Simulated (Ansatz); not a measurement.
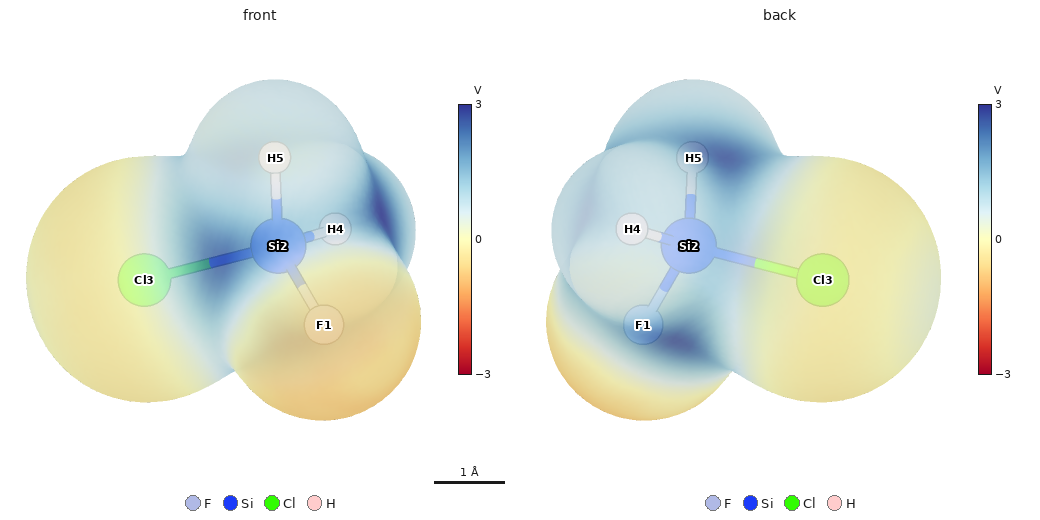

The picture shows: ClFH$_{2}$Si (SMILES F[SiH2]Cl). The electrostatic potential painted on the density surface at 0.004 e/bohr³, seen from the front and from behind; the colour scale runs from red (negative) to blue (positive).

Not at a stationary point (largest force 1.6 eV/Å).

All numbers below come from SCF B3LYP, Gaussian basis in Ansatz.

```yaml
atoms:
  - { symbol: F, position_ang: [-0.4693, 0.1186, 1.5419] }
  - { symbol: Si, position_ang: [0.0652, -0.0766, 0.0574] }
  - { symbol: Cl, position_ang: [-1.0796, 0.9779, -1.3120] }
  - { symbol: H, position_ang: [0.0631, -1.5037, -0.2965] }
  - { symbol: H, position_ang: [1.4705, 0.4101, -0.0321] }
```

> Where is the surface potential most negative and most positive?

The most negative region (about −0.8 V) lies over F1, the most positive (about +2.7 V) over Si2. Cl3 shows a σ-hole: about +0.3 V at the tip opposite its bond, against about −0.2 V on its flanks.
